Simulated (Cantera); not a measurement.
Input: 1 mol Si₂Cl₆, 15 mol NH₃, 2.6 mol H₂, held at 6.70 mbar.

Equilibrium computed with Cantera from the NASA thermochemical tables; the gas is ideal and each condensed phase is pure. Candidate condensed phases: NH₄Cl, Si, Si₃N₄; 28 gas species. The feed counts by its element totals alone. The tables' values for SiCl, SiCl₃, SiN are old estimates; treat these amounts as uncertain. Gases not in the tables: Si₂H₆ and higher silanes. Rates play no part.

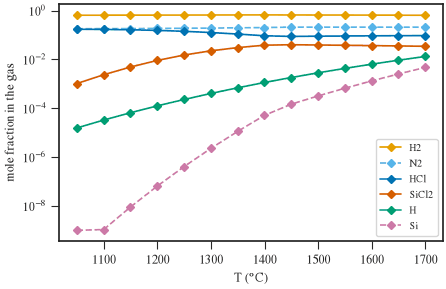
Equilibrium gas composition (values under 1e-9 drawn at 1e-9)

From 1050 °C to 1400 °C the condensed part is Si₃N₄(s). From 1450 °C to 1700 °C the condensed part is Si(l). The main Si-bearing gas is SiCl₂ throughout. The share of Si in condensed phases is highest at 1050 °C (97.7 %) and lowest at 1700 °C (25.6 %).
